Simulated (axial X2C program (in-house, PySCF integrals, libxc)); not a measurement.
# Linear MoNC⁺ at several levels

How do method and spin–orbit coupling move the bonds and stretches of MoNC⁺, held linear?

Program: an in-house X2C program for linear molecules on PySCF integrals. Level of theory: all-electron X2C, two-component (2c) or spin-free, Mo dyall-v3z, N dyall-av3z, C dyall-v3z. These are calculated values, not measurements.

All values are calculated.

2 further runs of the same task are left out: 2 set aside as unsound or not needed.

## 1. Set-up

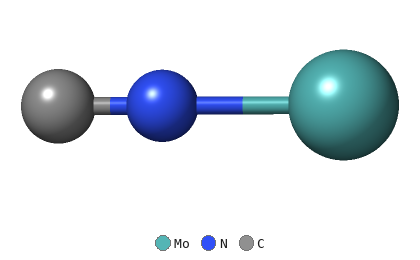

The atoms on one line, bonds 2.040 and 1.170 Å (molybdenum teal, nitrogen blue, carbon grey).

task.json reads:

```json
{"zs": [42, 7, 6], "q": 1, "bas": ["dyall-v3z", "dyall-av3z", "dyall-v3z"], "r0": [2.04, 1.17], "symm": 0, "scan": ["PBE0", "HF", "LDA"], "levels": ["PBE0", "HF", "B3LYP"], "nst": 2}
```

Keys: zs atomic numbers; q charge; bas basis sets; r0 starting distance in Å; symm equal bonds; scan levels of the two-bond scan (MP2 follows by itself at each HF point); levels methods; nst determinants followed.

Run with:

```sh
python solin.py task.json out
```

Masses Mo 97.905, N 14.003, C 12.000 u.

## 2. Scan at PBE0, 2c

State: Ω = 2 (beyond evenly filled blocks: ω = -1/2, ω = 5/2). Energies above the lowest point, from the job's result record:

```tsv
r(Mo–N) (Å)	r(N–C) (Å)	E (meV)
1.8613	1.1622	80.14
1.8613	1.1920	31.82
1.8613	1.2218	66.83
1.9090	1.1622	41.36
1.9090	1.1920	0.00
1.9090	1.2218	42.21
1.9090	1.2516	152.68
1.9567	1.1622	55.45
1.9567	1.1920	20.18
1.9567	1.2218	68.55
2.0045	1.1920	81.91
2.0045	1.2516	258.14
```

A quadratic surface with cubic terms in each bond gives the minimum at 1.913 and 1.191 Å, force constants 3.58, 15.1 and coupling 0.70 mdyn/Å.

## 3. Scan at HF, 2c

State: Ω = 2 (beyond evenly filled blocks: ω = -1/2, ω = 5/2). Energies above the lowest point, from the job's result record:

```tsv
r(Mo–N) (Å)	r(N–C) (Å)	E (meV)
1.8613	1.1622	165.32
1.8613	1.1920	191.42
1.8613	1.2218	302.12
1.9090	1.1622	49.26
1.9090	1.1920	81.44
1.9090	1.2218	198.62
1.9090	1.2516	384.82
1.9567	1.1622	0.00
1.9567	1.1920	37.28
1.9567	1.2218	159.90
2.0045	1.1920	47.92
2.0045	1.2516	372.06
```

A quadratic surface with cubic terms in each bond gives the minimum at 1.975 and 1.165 Å, force constants 3.51, 17.8 and coupling 0.62 mdyn/Å.

## 4. Scan at LDA, 2c

State: Ω = 2 (beyond evenly filled blocks: ω = -1/2, ω = 5/2). Energies above the lowest point, from the job's result record:

```tsv
r(Mo–N) (Å)	r(N–C) (Å)	E (meV)
1.8613	1.1622	68.32
1.8613	1.1920	5.77
1.8613	1.2218	22.33
1.9090	1.1622	51.37
1.9090	1.1920	0.00
1.9090	1.2218	27.45
1.9090	1.2516	119.06
1.9567	1.1622	78.64
1.9567	1.1920	37.67
1.9567	1.2218	75.20
2.0045	1.1920	109.07
2.0045	1.2516	266.50
```

A quadratic surface with cubic terms in each bond gives the minimum at 1.889 and 1.197 Å, force constants 3.33, 13.7 and coupling 1.14 mdyn/Å.

## 5. The levels side by side

| level | r(Mo–N) (Å) | r(N–C) (Å) | lower stretch (cm⁻¹) | upper stretch (cm⁻¹) |
| --- | --- | --- | --- | --- |
| PBE0, 2c | 1.913 | 1.191 | 538.8 | 2001.5 |
| HF, 2c | 1.975 | 1.165 | 533.7 | 2176.6 |
| LDA, 2c | 1.889 | 1.197 | 523.3 | 1872.0 |
| MP2, 2c | 1.929 | 1.196 | 547.2 | 2061.7 |
| PBE0, spin-free | 1.914 | 1.191 | 539.1 | 2001.2 |
| HF, spin-free | 1.976 | 1.165 | 533.8 | 2176.2 |
| LDA, spin-free | 1.889 | 1.197 | 523.6 | 1871.8 |
| MP2, spin-free | 1.930 | 1.196 | 547.5 | 2061.4 |

Scans not shown above were run alike.

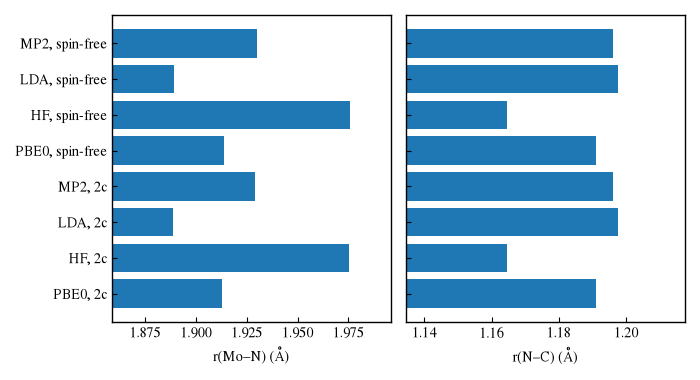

The two bond lengths by level.

**Reading.** Over the levels the Mo–N bond spans 1.889 to 1.976 Å and the N–C bond 1.165 to 1.197 Å. At PBE0 spin–orbit coupling leaves both bonds unchanged to 0.001 Å. Each state is one determinant, the lowest of a limited PBE0 search; the stretches come from a fit to few points and are good to some per cent at best. MP2 freezes inner shells (threshold -2 hartree). The molecule was held linear; bending was not examined, so a bent shape may lie lower. Open-shell Ω = 0 determinants with evenly filled partner blocks cannot be reached by this program, so the Ω shown need not be the lowest component. Note: several unpaired electrons, one determinant need not be a pure state.
